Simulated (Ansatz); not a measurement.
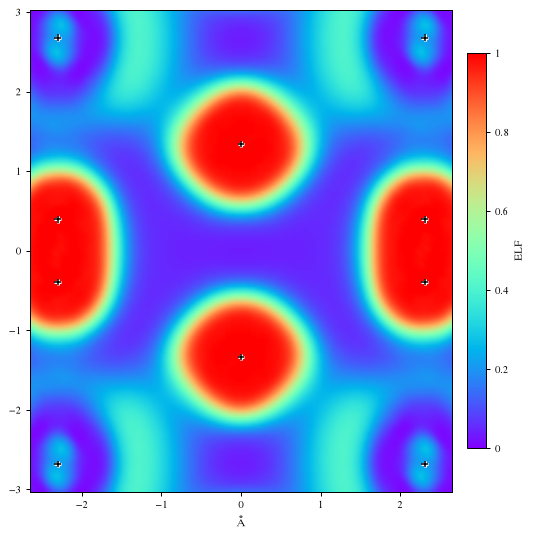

The electron localisation function on a plane through atoms (crosses mark nuclei in the plane).

Computed with DFT PBE, scalar-relativistic, plane waves, PAW (Ansatz 0.2.0).

Candidates:
A. TiAl3Ni2, a = 4.02 Å, b = 4.02 Å, c = 5.16 Å, α = 90.00°, β = 90.00°, γ = 120.00°. Space group P-3m1; a structure generated by program, which may or may not match a known phase; changed on purpose from its base cell (volume × 0.88, shape and atoms relaxed); computed pressure about 23 GPa in this cell; computed without spin polarisation.
B. Zr3TiGe8, a = 8.95 Å, b = 9.14 Å, c = 5.24 Å, α = 90.00°, β = 90.00°, γ = 90.00°. Space group C222; a structure generated by program, which may or may not match a known phase; computed without spin polarisation.
C. AlH8, a = 4.61 Å, b = 4.61 Å, c = 5.36 Å, α = 90.00°, β = 90.00°, γ = 90.00°. Space group I4/mmm; a structure generated by program, which may or may not match a known phase; computed without spin polarisation.

**Which candidate gave the map?**

Candidate C: AlH8 on the (100) plane of the conventional cell, which holds Al and H. H–H (0.79 Å): the ELF peaks at about 1 between the atoms.
